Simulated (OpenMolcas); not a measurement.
## How basis sets differ on B2NH2OF (SMILES OB1NB1F)

The species is B2NH2OF (7 atoms), meant as a singlet with charge 0. As SMILES, `OB1NB1F`. The coordinates come from a PBE0-D4/def2-TZVP relaxation. This is one conformer, not always the lowest.

Quantity: the HOMO–LUMO gap, in eV. The values are calculated.

```csv
level,kind,program,value (eV),CPU time
HF/ANO-R0 (sfX2C),Hartree–Fock,OpenMolcas,15.30,2 s
HF/ANO-RCC-MB (DKH2),Hartree–Fock,OpenMolcas,15.85,3.6 s
HF/ANO-XS-MB (DKH2),Hartree–Fock,OpenMolcas,15.58,1.4 s
HF/STO-3G,Hartree–Fock,OpenMolcas,16.76,5.2 s
HF/3-21G,Hartree–Fock,OpenMolcas,15.12,4 s
HF/def2-SVP,Hartree–Fock,OpenMolcas,14.70,12 s
```

The values span 14.70 to 16.76 eV. A Hartree–Fock LUMO above zero doesn't converge with the basis: it sinks as sets grow more diffuse. Orbital gaps aren't excitation energies. CPU times are rough (shared hosts, several kinds of processor and program).

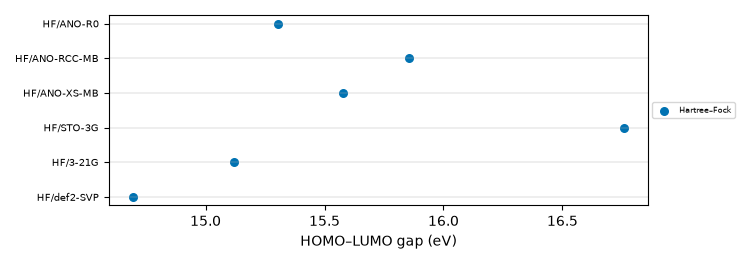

The values of the table, level by level.
